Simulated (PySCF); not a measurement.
System: P2 (charge +1, doublet).

```xyz
2

P     0.0000    0.0000   -0.9910
P     0.0000    0.0000    0.9910
```

Method: PySCF 2.14.0, PBE0/def2-SVP, non-relativistic Hamiltonian with scalar-relativistic core potentials where named, at a bond length of 1.982 Å.

### Predict the electron density, electron localisation function and spin density between the atoms.

P–P (1.98 Å): the density is about 1.1 e/Å³ at the midpoint; the ELF peaks at about 0.90 between the atoms; a covalent bond.
The unpaired spin (1 electron) lies mostly on P1 (about 0.5) and P2 (about 0.5), in electrons by Hirshfeld's partition.

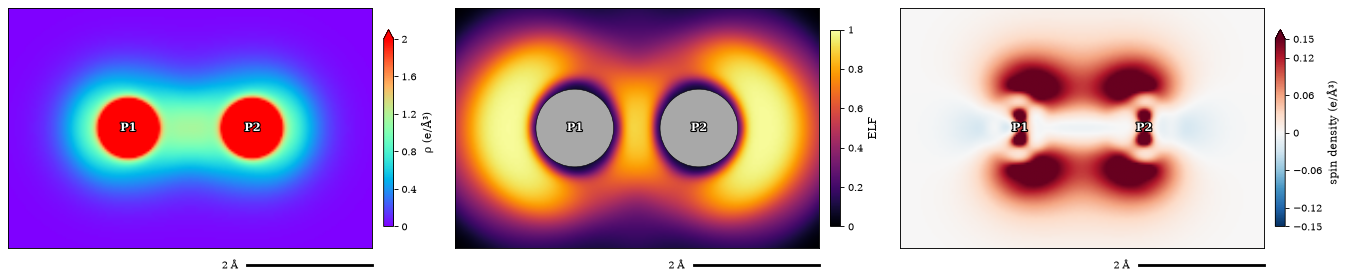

Computed electron density, electron localisation function and spin density on a plane that holds the molecular axis, in this order. Grey discs cover the atomic cores in the ELF map. 
